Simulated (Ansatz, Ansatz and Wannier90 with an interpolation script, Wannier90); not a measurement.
# From a coarse GW mesh to bands everywhere: SrTiO3 (Tausonite)

G0W0 gives levels on a mesh alone; what do the bands of SrTiO3 (Tausonite) look like between the points?

Calculated with Ansatz 0.2.0; LDA, Wannier functions and G0W0, plane waves, PAW.

**Experimental background.**

- Gap 3.77 eV: direct gap (M0 critical point); spectroscopic ellipsometry, second-derivative fit; 300 K; bulk crystal (commercial single crystal) (“Optical probe of ferroelectric order in bulk and thin film perovskite titanates”, 2013, arxiv:1309.1245).

This is a report of a sequence of runs, with most program output left out.

### 1. The structure

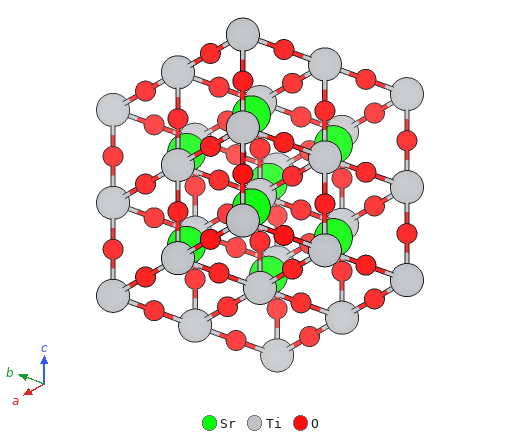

The starting structure, seen from a free direction (strontium green, titanium light grey, oxygen red). 2×2×2 cells are drawn. Some periodic images of atoms are drawn too.

The cell and positions come from the Crystallography Open Database and are kept as given unless a step says otherwise. The default PAW set here is soft_2. Its files were made with PBE.

### 2. LDA bands

Levels along a band path, at the cheap level, show where the edges lie and whether the meshes to come will hold them.

This step: DFT, LDA, plane waves, PAW.

input.yaml reads:

```yaml
crystal:
  lattice:
    - [3.90528, 0.0, 0.0]
    - [0.0, 3.90528, 0.0]
    - [0.0, 0.0, 3.90528]
  atoms:
    - { symbol: Sr, position: [0.5, 0.5, 0.5] }
    - { symbol: Ti, position: [0.0, 0.0, 0.0] }
    - { symbol: O, position: [0.5, 0.0, 0.0] }
    - { symbol: O, position: [0.0, 0.5, 0.0] }
    - { symbol: O, position: [0.0, 0.0, 0.5] }
kpoints:
  mp_grid: { grid: [4, 4, 4] }
  band_path:
    path:
      - [[0.0, 0.0, 0.0], [0.0, 0.5, 0.0], [0.5, 0.5, 0.0], [0.0, 0.0, 0.0], [0.5, 0.5, 0.5], [0.0, 0.5, 0.0]]
      - [[0.5, 0.5, 0.5], [0.5, 0.5, 0.0]]
    npoints: 10
hamiltonian:
  xc: lda
scf:
  occupations: { method: fermi_dirac, width: 0.02 }
  n_extra_bands: 31
output:
  eigenvalues: true
  fatbands: true
  write_density: true
  write_potential: true
  elf: true
  volumetric_format: npy
```

Started as:

```
> ansatz run input.yaml --threads 8 --pin off --max-ram 18432MiB --backend cpu --events-out ev --progress --plain --runs-dir out
```

Elapsed: 1.7 s, on 8 threads of Arm Neoverse V1, shared host; peak memory 0.44 GiB; 12 s of CPU time.

Numbers from this step:

| Quantity | Value |
| --- | --- |
| filled bands | 20 |
| gap | 1.763 eV |
| valence top at | R |
| conduction bottom at | Γ |
| least direct gap | 2.113 eV |

The gap is indirect, with the least direct gap 0.35 eV higher.

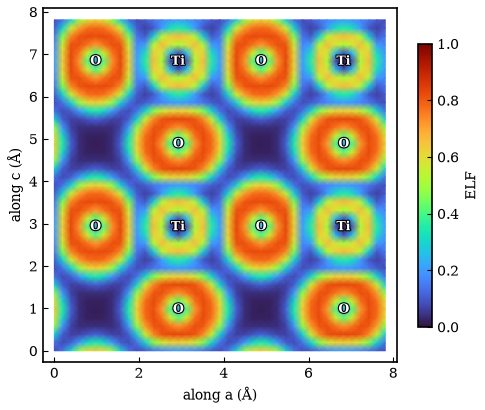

ELF in the ac plane at fractional y = 0.000, with atoms of Ti and O within 0.2 Å of it. It is the smooth field of the valence electrons, not physical close to the nuclei. The map starts off the cell's origin, so that atoms lie inside it.

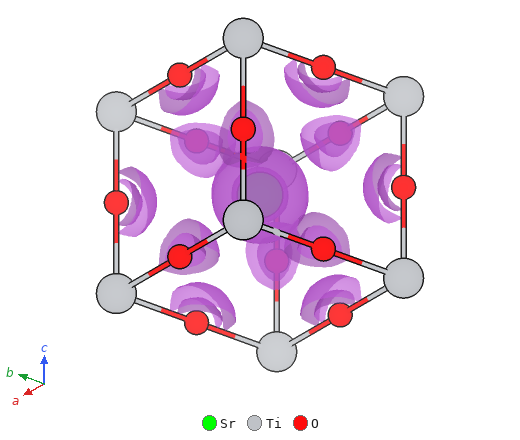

Surface of ELF = 0.79.

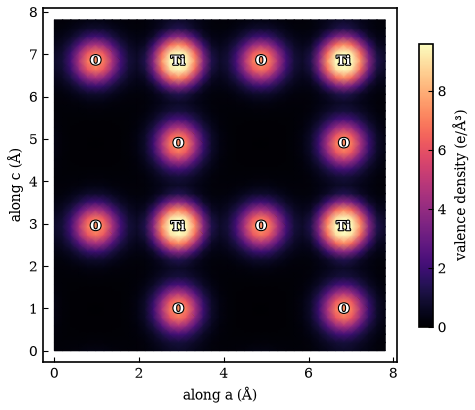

Valence density in the ac plane at fractional y = 0.000, with atoms of Ti and O within 0.2 Å of it. It is the smooth field of the valence electrons, not physical close to the nuclei. The map starts off the cell's origin, so that atoms lie inside it.

### 3. Overlaps and projections on 8×8×8

This step: overlaps and projections of LDA states for Wannier90, plane waves, PAW.

input.yaml, the sections that differ from step 2:

```yaml
kpoints:
  mp_grid: { grid: [4, 4, 4] }
scf:
  occupations: { method: fixed }
  n_extra_bands: 31
output:
  wannier:
    kmesh: [8, 8, 8]
    projections: [{ species: O, l: p, shell: 2 }, { species: Ti, l: d, shell: 3 }]
    minimise: false
    seedname: w
    disentanglement: { window: [4.73, 18.57], frozen_window: [4.73, 13.87] }
# crystal, hamiltonian: as in step 2
```

It took 4.4 s on 8 threads; peak memory 0.85 GiB.

### 4. Wannier functions by Wannier90 (O:2p Ti:3d) on 8×8×8

Localised functions give a small Hamiltonian that interpolates between mesh points at no cost.

This step: maximally localised Wannier functions from the overlaps of LDA states (plane waves, PAW).

w.win reads:

```
num_iter = 1200
conv_tol = 1.0e-8
conv_window = 5
dis_num_iter = 4000
dis_conv_tol = 1.0e-8
dis_mix_ratio = 0.7
write_hr = true
use_ws_distance = false
num_print_cycles = 50
! ansatz wannier90 interface
! projections by site (counted from 0) and shell: 2 2P, 3 2P, 4 2P, 1 3D
! states of the run's bands (counted from 1): 1-31
num_bands = 31
num_wann  = 14
dis_win_min = 4.73
dis_win_max = 18.57
dis_froz_min = 4.73
dis_froz_max = 13.87
guiding_centres = true

begin unit_cell_cart
Ang
                  3.90528                      0.0                      0.0
                      0.0                  3.90528                      0.0
                      0.0                      0.0                  3.90528
end unit_cell_cart

begin atoms_frac
Sr                       0.5                      0.5                      0.5
Ti                       0.0                      0.0                      0.0
O                        0.5                      0.0                      0.0
O                        0.0                      0.5                      0.0
O                        0.0                      0.0                      0.5
end atoms_frac

mp_grid = 8 8 8

[... the mesh's points ...]
```

Started as:

```
> OMP_NUM_THREADS=1 mpirun -n 8 wannier90.x w > wannier90.x.log
```

Wall time 6 s (8 MPI ranks).

Numbers from this step:

```yaml
gauge_invariant_spread: 12.52 Å²
diagonal_spread: 0 Å²
off_diagonal_spread: 0.2245 Å²
total_spread: 12.74 Å²
disentanglement_steps: 131
r_m_s_interpolation_error: 1.73e-4 eV
r_m_s_error_near_the_gap: 1.75e-4 eV
```

Near the gap the model misses directly solved bands by 0.2 meV r.m.s. and by 1 meV at most in the window tested. This tests the starting bands, not the corrections carried with them.

Wannier functions, by row:

| function | x (Å) | y (Å) | z (Å) | spread (Å²) | nearest atom | distance (Å) |
| --- | --- | --- | --- | --- | --- | --- |
| 1 | 1.953 | 0 | 0 | 1.035 | O3 | 0 |
| 2 | 1.953 | 0 | 0 | 0.759 | O3 | 0 |
| 3 | 1.953 | 0 | 0 | 1.035 | O3 | 0 |
| 4 | 0 | 1.953 | 0 | 1.035 | O4 | 0 |
| 5 | 0 | 1.953 | 0 | 1.035 | O4 | 0 |
| 6 | 0 | 1.953 | 0 | 0.759 | O4 | 0 |
| 7 | 0 | 0 | 1.953 | 0.759 | O5 | 0 |
| 8 | 0 | 0 | 1.953 | 1.035 | O5 | 0 |
| 9 | 0 | 0 | 1.953 | 1.035 | O5 | 0 |
| 10 | 0 | 0 | 0 | 0.712 | Ti2 | 0 |
| 11 | 0 | 0 | 0 | 0.944 | Ti2 | 0 |
| 12 | 0 | 0 | 0 | 0.944 | Ti2 | 0 |
| 13 | 0 | 0 | 0 | 0.712 | Ti2 | 0 |
| 14 | 0 | 0 | 0 | 0.944 | Ti2 | 0 |

Frozen up to 4.26 eV; above it the model need not follow the bands. Electronic bands along the path, in eV, zero at the valence-band top:

```csv
point,band 17,band 18,band 19,band 20,band 21,band 22,band 23,band 24
Γ,-1.19,-0.35,-0.35,-0.35,1.76,1.76,1.76,4.37
X,-2.40,-2.03,-0.73,-0.73,1.94,3.75,3.75,4.37
M,-1.73,-1.58,-1.58,-0.09,3.75,3.75,4.20,5.37
Γ,-1.19,-0.35,-0.35,-0.35,1.76,1.76,1.76,4.37
R,-3.77,0.00,0.00,0.00,4.43,4.43,4.43,8.40
X,-2.40,-2.03,-0.73,-0.73,1.94,3.75,3.75,4.37
jump to R,-3.77,0.00,0.00,0.00,4.43,4.43,4.43,8.40
M,-1.73,-1.58,-1.58,-0.09,3.75,3.75,4.20,5.37
```

The same for Kohn-Sham, solved directly:

```csv
point,band 17,band 18,band 19,band 20,band 21,band 22,band 23,band 24
Γ,-1.19,-0.35,-0.35,-0.35,1.76,1.76,1.76,4.35
X,-2.40,-2.03,-0.73,-0.73,1.94,3.75,3.75,4.37
M,-1.73,-1.58,-1.58,-0.09,3.75,3.75,4.20,5.33
Γ,-1.19,-0.35,-0.35,-0.35,1.76,1.76,1.76,4.35
R,-3.77,0.00,0.00,0.00,4.43,4.43,4.43,6.88
X,-2.40,-2.03,-0.73,-0.73,1.94,3.75,3.75,4.37
R,-3.77,0.00,0.00,0.00,4.43,4.43,4.43,6.88
M,-1.73,-1.58,-1.58,-0.09,3.75,3.75,4.20,5.33
```

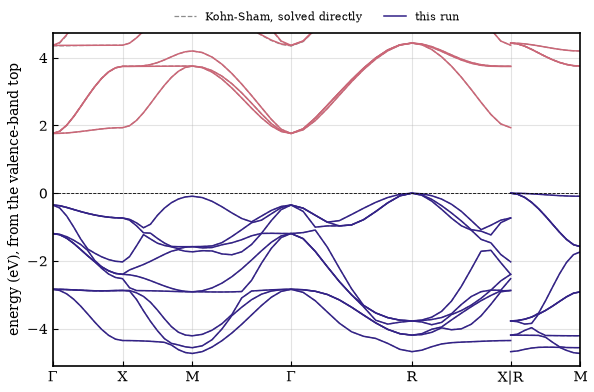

Electronic bands along the path; lines of filled and empty bands in two colours; dashed: Kohn-Sham, solved directly.

### 5. G0W0 at every point of the mesh: 4×4×4 mesh, 248 empty bands, screening to 150 eV

Now the one-shot GW correction: screening in the RPA, then the self-energy of the levels asked for.

This step: G0W0 on LDA, plane waves, PAW.

input.yaml, the sections that differ from step 3:

```yaml
scf:
  occupations: { method: fixed }
gw:
  n_empty_bands: 248
  ecut_chi: 150.0
  qp_bands: [v9, c3]
  screening: { model: contour_deformation }
# crystal, kpoints, hamiltonian: as in step 3
# output: removed
```

Started as:

```
> ansatz run input.yaml --threads 8 --pin off --max-ram 18432MiB --backend cpu --events-out ev --progress --plain --runs-dir out
```

Run time: 35 s. Hardware: 8 threads; peak memory 1.1 GiB; 4.3 min of CPU time.

This step gave:

```yaml
bands_summed: 268
rpa_eps_infinity_on_this_mesh_eigenvalues: 6.822, 6.822, 6.822
plane_waves_in_the_screening_matrix: 251
q_points_in_the_mesh: 64
g0w0_gap_on_the_mesh: 3.459 eV
k_of_the_valence_top: -0.5, -0.5, -0.5
k_of_the_conduction_bottom: 0, 0, 0
starting_gap_on_the_mesh: 1.763 eV
z_at_the_valence_top: 0.7152
z_at_the_conduction_bottom: 0.7376
least_direct_g0w0_gap_on_the_computed_points: 3.807 eV
```

The gap on the mesh goes from 1.76 eV to 3.46 eV, a correction of +1.70 eV. Between the two edge states, bare exchange in place of the xc potential would open the gap by 12.89 eV, and correlation takes back 11.19 eV.

### 6. Interpolating the corrections

A script adds the corrections, carried to the Wannier functions and back, to the LDA levels, along the path and on a 13×13×13 mesh.

| Quantity | Value |
| --- | --- |
| G0W0 gap over the zone | 3.458 eV |
| valence top at | R |
| conduction bottom at | Γ |
| starting gap over the zone | 1.763 eV |
| least direct G0W0 gap | 3.806 eV |
| G0W0 gap on the mesh | 3.459 eV |
| valence width, start | 4.734 eV |
| valence width, G0W0 | 4.808 eV |
| gap by a rigid shift | 3.458 eV |

Levels solved directly plus the interpolated quasiparticle correction. Limits: finite bands, cutoff and mesh; no spin-orbit coupling; coarse k mesh. The quasiparticle bands at the labelled points (eV, zero at the valence-band top of each set):

```
    point  band 17  band 18  band 19  band 20  band 21
        Γ    -1.25    -0.35    -0.35    -0.35     3.46
        X    -2.35    -2.11    -0.76    -0.76     3.66
        M    -1.84    -1.68    -1.68    -0.09     5.42
        Γ    -1.25    -0.35    -0.35    -0.35     3.46
        R    -3.71     0.00     0.00     0.00     6.09
        X    -2.35    -2.11    -0.76    -0.76     3.66
jump to R    -3.71     0.00     0.00     0.00     6.09
        M    -1.84    -1.68    -1.68    -0.09     5.42
```

The same for LDA:

| point | band 17 | band 18 | band 19 | band 20 | band 21 |
| --- | --- | --- | --- | --- | --- |
| Γ | -1.19 | -0.35 | -0.35 | -0.35 | 1.76 |
| X | -2.40 | -2.03 | -0.73 | -0.73 | 1.94 |
| M | -1.73 | -1.58 | -1.58 | -0.09 | 3.75 |
| Γ | -1.19 | -0.35 | -0.35 | -0.35 | 1.76 |
| R | -3.77 | 0.00 | 0.00 | 0.00 | 4.43 |
| X | -2.40 | -2.03 | -0.73 | -0.73 | 1.94 |
| R | -3.77 | 0.00 | 0.00 | 0.00 | 4.43 |
| M | -1.73 | -1.58 | -1.58 | -0.09 | 3.75 |

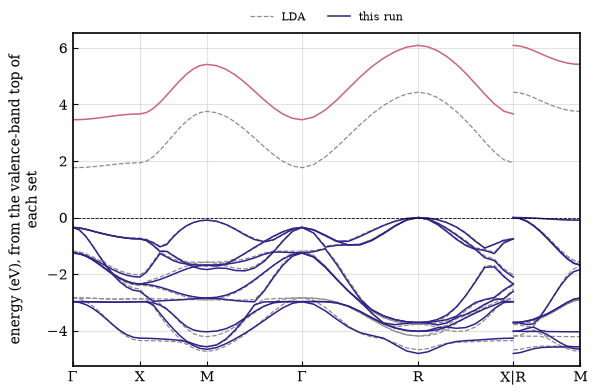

Quasiparticle bands along the path; lines of filled and empty bands in two colours; dashed: LDA.

Minima of the lowest conduction band, from levels solved directly at the displaced points, plus the interpolated correction; masses are left empty at degenerate points, on flat bands and where the interpolated correction rules the curvature; G0W0 masses are rough. Conduction valleys, by row:

```
point  k (reciprocal lattice)  valleys in the zone  G0W0 level above the valence top (eV)  LDA level above the valence top (eV)  G0W0 principal masses (m_e)  LDA principal masses (m_e)
    Γ       0.000 0.000 0.000                    1                                  3.458                                 1.763                            -                           -
```

Second differences of levels solved directly at the displaced points, plus the interpolated correction, at the quasiparticle band edges; no spin-orbit coupling; left empty where the band is flat or the interpolated correction rules the curvature. Effective masses, by row:

```
 carrier  point  Cartesian direction  band  LDA mass (m_e)  G0W0 mass (m_e)
    hole      R                  100    19            0.81             0.77
    hole      R                  100    18            0.81             0.77
    hole      R                  010    19            0.81             0.77
    hole      R                  010    18            0.81             0.77
    hole      R                  001    19            0.81             0.77
    hole      R                  001    18            0.81             0.77
    hole      R                  110    20           2.923            2.944
    hole      R                  110    19           1.021            0.956
    hole      R                  110    18             0.8            0.761
    hole      R                  111    20           2.243            2.259
    hole      R                  111    19           0.941            0.886
    hole      R                  111    18           0.941            0.886
electron      Γ                  100    21           6.069            5.106
electron      Γ                  100    22           0.367            0.423
electron      Γ                  100    23           0.367            0.423
electron      Γ                  010    21           6.069            5.106
electron      Γ                  010    22           0.367            0.423
electron      Γ                  010    23           0.367            0.423
electron      Γ                  001    21           6.069            5.106
electron      Γ                  001    22           0.367            0.423
electron      Γ                  001    23           0.367            0.423
electron      Γ                  110    21           0.822            0.955
electron      Γ                  110    22           0.598            0.662
electron      Γ                  110    23           0.367            0.423
electron      Γ                  111    21           0.637            0.751
electron      Γ                  111    22           0.494            0.557
electron      Γ                  111    23           0.494            0.557
```

The density of states has structure finer than the step of the table below, so its rows give means over 1 eV, whole bins alone (the curve runs from -6 to 5.9 eV). Peaks (eV: height): G0W0 -3.0: 8.67, -1.2: 5.72, 5.4: 5.63; LDA -4.3: 4.68, -2.9: 8.20, -1.1: 6.21, 3.7: 5.67.

Wannier model on a dense mesh, Gaussian width 0.15 eV. Limits: finite bands, cutoff and mesh; no spin-orbit coupling; coarse k mesh. Density of states against energy, zero at the valence-band top of each set; means over each step; values in states/eV/cell:

| energy (eV) | G0W0 | LDA |
| --- | --- | --- |
| -5 | 0.254 | 0.337 |
| -4 | 4.14 | 4.20 |
| -3 | 5.27 | 5.15 |
| -2 | 2.72 | 2.54 |
| -1 | 4.61 | 4.74 |
| 0 | 0.995 | 1.04 |
| 1 | 0 | 1.0e-4 |
| 2 | 0 | 0.686 |
| 3 | 0.0258 | 2.12 |
| 4 | 1.16 | 3.29 |
| 5 | 3.30 | 1.11 |

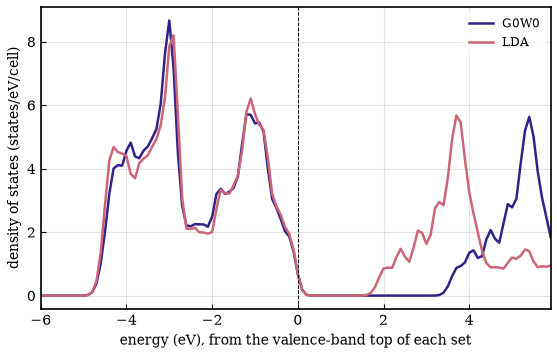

Density of states against energy.

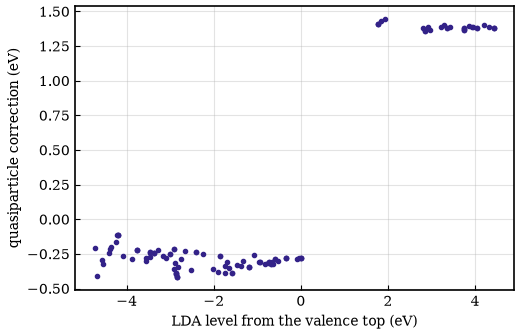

The correction of every computed level, on the run's own energy scale, against its starting energy.

### 7. LDA+SOC bands, for comparison

The many-body steps leave out spin-orbit coupling, so its effect is taken from a two-component run, with twice the bands.

This step: DFT, LDA with spin-orbit coupling, plane waves, PAW.

input.yaml, the sections that differ from step 5:

```yaml
kpoints:
  mp_grid: { grid: [4, 4, 4] }
  band_path:
    path:
      - [[0.0, 0.0, 0.0], [0.0, 0.5, 0.0], [0.5, 0.5, 0.0], [0.0, 0.0, 0.0], [0.5, 0.5, 0.5], [0.0, 0.5, 0.0]]
      - [[0.5, 0.5, 0.5], [0.5, 0.5, 0.0]]
    npoints: 10
scf:
  occupations: { method: fermi_dirac, width: 0.02 }
  n_extra_bands: 10
magnetization:
  noncollinear: true
  spin_orbit: true
output:
  eigenvalues: true
# crystal, hamiltonian: as in step 5
# gw: removed
```

It took 5.8 s on 8 threads; peak memory 0.71 GiB.

Numbers from this step:

```yaml
filled_bands: 40
gap: 1.748 eV
valence_top_at: R
conduction_bottom_at: Γ
least_direct_gap: 2.081 eV
```

The gap stands −0.02 eV against LDA.

### 8. Outcome

| Property | Result |
| --- | --- |
| LDA gap | 1.76 eV |
| G0W0 gap over the zone | 3.46 eV, indirect |
| least direct G0W0 gap, in the model | 3.81 eV |
| with the spin-orbit change | 3.44 eV |
| GW settings | 4×4×4 mesh, 248 empty bands, screening to 150 eV |
| known limits | not at the basis limit; no spin-orbit coupling; coarse k mesh |

In words: The Wannier model follows the LDA bands to under 1 meV r.m.s. near the gap. The G0W0 gap over the zone is 3.46 eV, indirect, from R to Γ; on the mesh alone it is 3.46 eV, nearly the same. The valence width in the model goes from 4.73 eV to 4.81 eV. At the band edge the lightest electron mass is 0.37 m_e at the start and 0.42 m_e in G0W0; the G0W0 masses rest on corrections from the 4×4×4 mesh alone and are rough. LDA+SOC gives a gap of 1.75 eV on the same path, a spin-orbit change of −0.02 eV that would bring the G0W0 gap to 3.44 eV. Against experiment, by G0W0@LDA with the spin-orbit change: the direct gap of 3.77 eV lies +0.005 eV from the measured 3.77 eV (direct, 300 K, 2013). An exciton line or allowed optical edge lies below the quasiparticle gap by the binding energy; a forbidden edge can push the onset above it. The calculation has static nuclei and no excitons; a measured gap holds zero-point and thermal motion, which mostly lowers it. Bands and cutoff are finite, so the gap is not at the basis limit. The miss can reach some tenths of an eV and take either sign; the mesh is an error of its own. Above the frozen window of the model the interpolated levels need not meet the computed ones, even at points of the mesh. The 4×4×4 mesh is coarse for this cell (its supercell is 16 Å along the shortest edge). The RPA ε∞ on it, from the LDA start, is 6.82; such meshes misread the long-range screening, most where the gap is narrow. This is the ideal cubic cell; many perovskites, halides above all, are cubic only on average, and local tilts or off-centring can widen the gap.

[Paths, hosts, dates, memory and timing lines, banners, echoed tables and standing remarks are left out of the program output.]

[Logs are printed without paths, hosts, clocks, repeated set-up lines and the standing remarks that a program may print on its own settings, such as how far it seeks lower states.]

[Runs of the session that timed out or met a known fault of the program may be left out.]

[Hosts, paths, dates, database ids (printed as entryN), source tags and the programs' standing remarks are cut or masked in the printed files.]
